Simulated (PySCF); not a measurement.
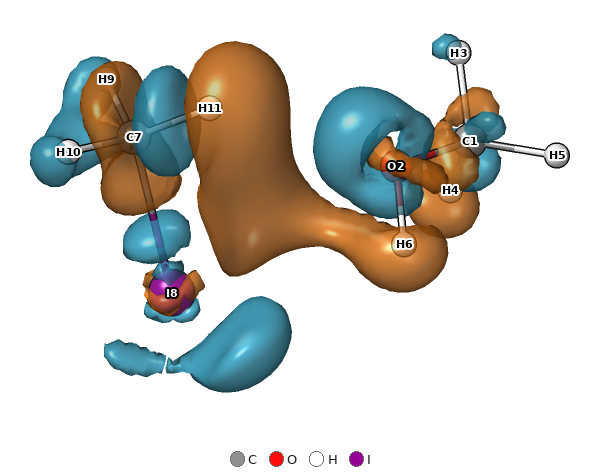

*C$_{2}$H$_{7}$IO, SMILES `CO.CI`. Density of the complex less the densities of the two fragments at the same geometry, ±0.003 e/Å³ (light blue: gain, orange: loss). Fragment A: H4CO (atoms 1–6); fragment B: H3CI.*

Level of theory: CAM-B3LYP/def2-SVPD (PySCF), at a geometry from GFN2-xTB. Core potentials replace the inner electrons of I; spin–orbit coupling isn't included. GFN2-xTB bond lengths at metals and heavier atoms can be off by up to 0.1 Å and shapes distorted, which carries into these values.

Input script:

```python
import numpy as np
from pyscf import gto, scf, dft
from pyscf.scf import atom_ks, atom_hf
from scipy.linalg import block_diag
from pyscf.dispersion import dftd3

def solve(mol, dm0=None, hcore=None):
    mf = (dft.UKS if mol.spin else dft.RKS)(mol, xc='camb3lyp')
    mf.grids.level = 3
    mf = mf.density_fit(auxbasis='def2-universal-jkfit')
    mf.conv_tol, mf.max_cycle = 1e-8, 80
    if hcore is not None:
        mf.get_hcore = lambda *args: hcore
    mf.kernel(dm0)
    if not mf.converged:
        mf = mf.newton().run(mf.mo_coeff, mf.mo_occ, max_cycle=30)
    assert mf.converged, 'SCF not converged'
    return mf

mol = gto.M(atom='''
C      3.10258    -0.41028    -0.44549
O      2.46052     0.27519     0.60414
H      3.37471     0.33871    -1.18749
H      2.43820    -1.14691    -0.90805
H      4.01106    -0.91313    -0.09966
H      2.19790    -0.36486     1.27473
C     -0.29416     1.77059    -0.15340
I     -0.90492    -0.27427     0.00402
H     -0.47438     2.09695    -1.16955
H     -0.88100     2.35158     0.54618
H      0.75982     1.81077     0.09081
''', basis='def2-svpd', ecp={'I': 'def2-svpd'}, charge=0, spin=0, verbose=4)
mol_a = gto.M(atom='''
C      3.10258    -0.41028    -0.44549
O      2.46052     0.27519     0.60414
H      3.37471     0.33871    -1.18749
H      2.43820    -1.14691    -0.90805
H      4.01106    -0.91313    -0.09966
H      2.19790    -0.36486     1.27473
ghost-C     -0.29416     1.77059    -0.15340
ghost-I     -0.90492    -0.27427     0.00402
ghost-H     -0.47438     2.09695    -1.16955
ghost-H     -0.88100     2.35158     0.54618
ghost-H      0.75982     1.81077     0.09081
''', basis='def2-svpd', charge=0, spin=0, verbose=4)
mol_b = gto.M(atom='''
ghost-C      3.10258    -0.41028    -0.44549
ghost-O      2.46052     0.27519     0.60414
ghost-H      3.37471     0.33871    -1.18749
ghost-H      2.43820    -1.14691    -0.90805
ghost-H      4.01106    -0.91313    -0.09966
ghost-H      2.19790    -0.36486     1.27473
C     -0.29416     1.77059    -0.15340
I     -0.90492    -0.27427     0.00402
H     -0.47438     2.09695    -1.16955
H     -0.88100     2.35158     0.54618
H      0.75982     1.81077     0.09081
''', basis='def2-svpd', ecp={'I': 'def2-svpd'}, charge=0, spin=0, verbose=4)
ab, a, b = solve(mol), solve(mol_a), solve(mol_b)
e_int = ab.e_tot - a.e_tot - b.e_tot
print('counterpoise-corrected interaction energy / kcal/mol', e_int * 627.5095)
def disp(atoms, charge):
    m = gto.M(atom=atoms, charge=charge, basis='sto-3g', spin=None, unit='Bohr', verbose=0)
    return dftd3.DFTD3Dispersion(m, xc='camb3lyp', version='d3bj').get_dispersion()['energy']
e_disp = disp(mol._atom, mol.charge) - disp(mol._atom[:6], mol_a.charge) - disp(mol._atom[6:], mol_b.charge)
print('D3(BJ) part / kcal/mol', e_disp * 627.5095)
# spherically averaged free atoms, for the promolecule
atom_ks.AtomSphAverageRKS.init_guess_by_vsap = lambda self, mol=None: self.init_guess_by_minao(mol)  # core potentials
atm = atom_ks.get_atm_nrks(mol, xc='camb3lyp')
pro = block_diag(*[(atm[a[0]][2] * atm[a[0]][3]) @ atm[a[0]][2].T for a in mol._atom])
np.savez('result.npz', e_int=e_int, e_disp=e_disp, dm_a=a.make_rdm1(), dm_b=b.make_rdm1(), c=ab.mo_coeff, occ=ab.mo_occ, eps=ab.mo_energy, pro=pro, d=[f.dip_moment(verbose=0) for f in (ab, a, b)])
```

Launched as:

```sh
OMP_NUM_THREADS=1 python input.py
```

The run took 2.7 min on 1 thread of AMD EPYC (Zen 3) (shared host), peak memory 0.79 GiB.

Partitions, critical points and surface values were worked out afterwards from this run's density.

**Which way does charge flow?**

Hirshfeld charges show 0.006 e passing from A to B. By Hirshfeld charges, electrons gather most on I8 (−0.019 e) and leave H11 most (+0.017 e); 0.08 e is displaced in all, which induces a dipole of 0.35 D.

**What is the interaction energy, and which contacts carry it?**

The counterpoise-corrected interaction energy of the frozen fragments is −1.4 kcal/mol without dispersion correction and −2.9 kcal/mol with D3(BJ). The pair geometry is semi-empirical, not a minimum at this level. Contacts: O2···H11, weak C–H hydrogen bond, 2.35 Å, ρ = 0.013 a.u.; O2···I8, 3.46 Å, ρ = 0.009 a.u. The pose is a local one from a semi-empirical search, not shown to be the most stable.
